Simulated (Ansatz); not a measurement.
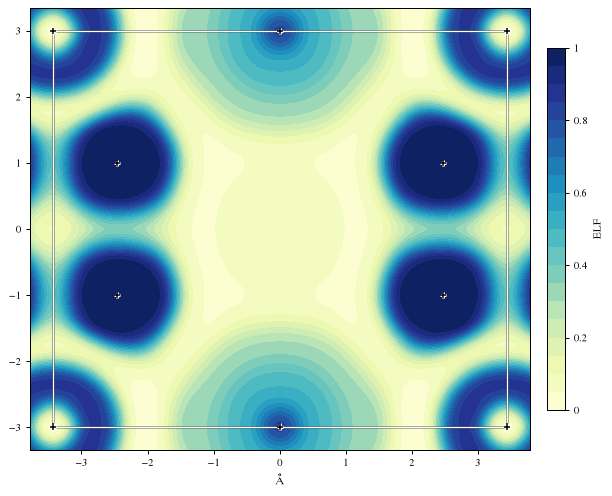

The ELF on a plane through atoms (crosses mark nuclei in the plane).

Level of theory: DFT PBE, scalar-relativistic, plane waves, PAW; 4f electrons in the core of a trivalent norm-conserving potential in Ansatz 0.2.0.

Candidates:
A. KPrBr₄, a = 5.30 Å, b = 5.30 Å, c = 8.06 Å, α = 90.00°, β = 90.00°, γ = 120.00°. Space group P6/mmm; a structure generated by program, which may or may not match a known phase; computed without spin polarisation; no Hubbard U on the f states and no spin–orbit coupling.
B. HoAuCl₄, a = 5.14 Å, b = 5.14 Å, c = 8.55 Å, α = 90.00°, β = 90.00°, γ = 90.00°. Space group P4/mmm; a structure generated by program, which may or may not match a known phase; computed without spin polarisation; no Hubbard U on the f states and no spin–orbit coupling.
C. TmHgH₄, a = 3.45 Å, b = 3.45 Å, c = 6.86 Å, α = 90.00°, β = 90.00°, γ = 120.00°. Space group P6/mmm; a structure generated by program, which may or may not match a known phase; computed without spin polarisation; no Hubbard U on the f states and no spin–orbit coupling.

Which system is this?

Candidate C: TmHgH₄ on the (110) plane of the conventional cell, which holds Tm, Hg and H. Tm–H (2.21 Å): the ELF climbs to about 1 towards the hydrogen. Hg–H (3.17 Å): the ELF climbs to about 1 towards the hydrogen.
